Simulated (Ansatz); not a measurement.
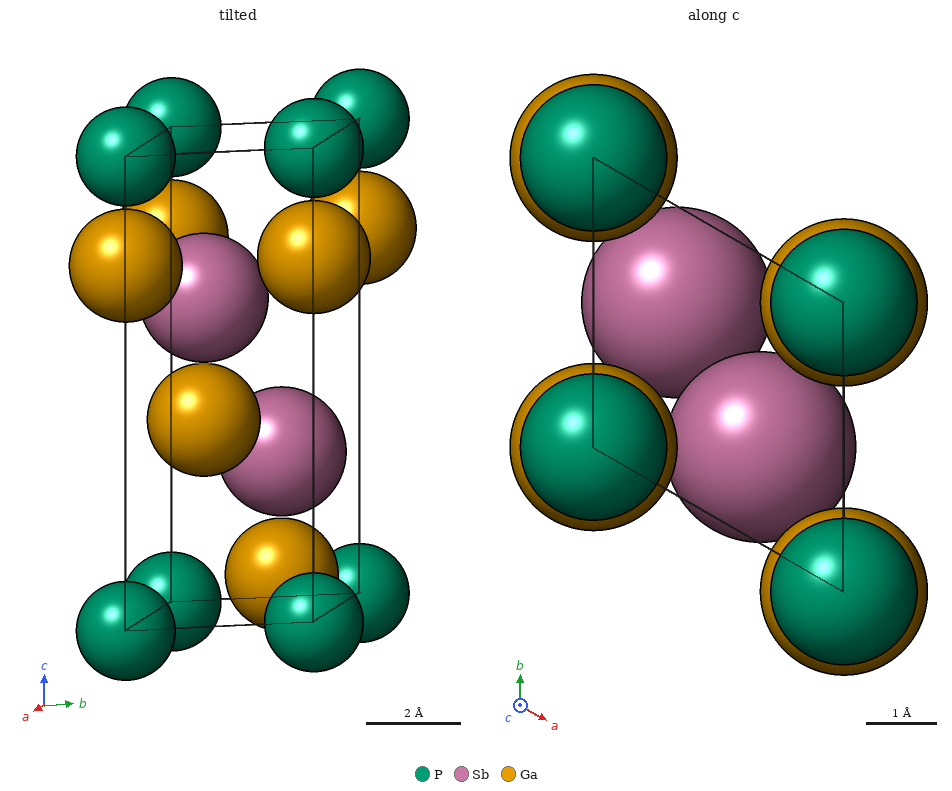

Crystal structure, space-filling style, seen slightly off an axis and along the c axis. The frame is the conventional unit cell; atoms at its boundary are shown with their periodic copies.

Ga₃Sb₂P, space group P3m1 (No. 156), a = 4.187 Å, b = 4.187 Å, c = 10.245 Å, α = 90.00°, β = 90.00°, γ = 120.00°. The model was built from a structure type filled with these elements by a generator (whether the compound takes this form wasn't checked). Earlier steps of the study may have refined or changed the cell and positions. A calculation with Ansatz used it as input.

This one geometry was computed with Ansatz (DFT, plane waves, PAW) at three levels of theory: PBE, PBE with spin-orbit coupling and r2SCAN. It was relaxed beforehand with r2SCAN.

> Which level gives the highest pressure at this volume, and what does that say about its equilibrium volume?

Highest: PBE (2.0 GPa) and PBE with spin-orbit coupling (2.0 GPa), which points to the largest equilibrium volume. Lowest, with the smallest volume: r2SCAN (-0.1 GPa). Levels within 0.5 GPa of each other can't be told apart.

> How does the band gap change with the level of theory?

PBE: a metal; r2SCAN: a metal; PBE with spin-orbit coupling: a gap of 0.05 eV, indirect.

> Collect the results in a table.

| level | cutoff (eV) | k-mesh of the run's cell | gap (eV) | pressure (GPa) |
| --- | --- | --- | --- | --- |
| PBE | 420 | 12×12×4 | metal | 2.0 |
| PBE with spin-orbit coupling | 420 | 12×12×4 | 0.05 | 2.0 |
| r2SCAN | 500 | 12×12×4 | metal | -0.1 |

Gaps are taken on the k-mesh or band path of each run.
